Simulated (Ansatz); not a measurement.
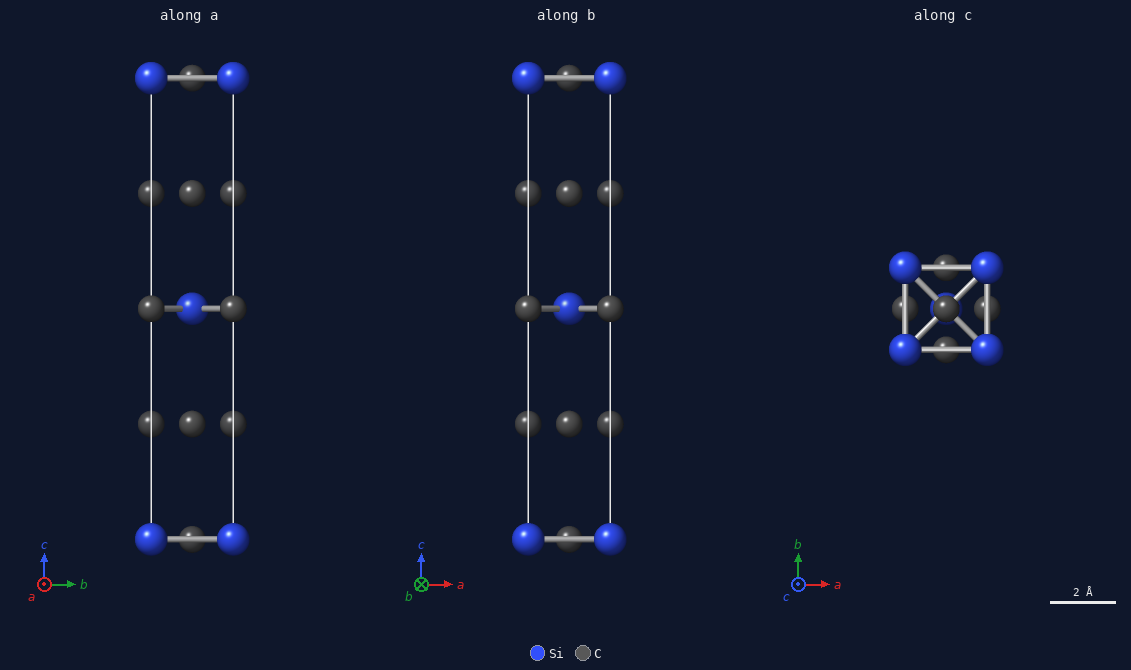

Crystal structure, ball-and-stick style, seen along the a axis, along the b axis and along the c axis. The conventional unit cell is drawn as a box.

Edges and angles: a = 2.546 Å, b = 2.546 Å, c = 14.308 Å, α = 90.00°, β = 90.00°, γ = 90.00°.

Contacts drawn as bonds: C–Si up to 2.17 Å, Si–Si up to 2.58 Å (cut-off distances).

The composition is SiC3.

### What are the crystal system and the lattice centring?

Body-centred tetragonal.

### Identify the space group.

I4/mmm (No. 139), with Si on 2a, C on 2b and C on 4d.

Its origin is a textbook structure type filled with these elements (whether it is the usual form wasn't checked). The geometry is the end of a relaxation with Ansatz 0.2.0, DFT PBE, scalar-relativistic, plane waves, PAW.
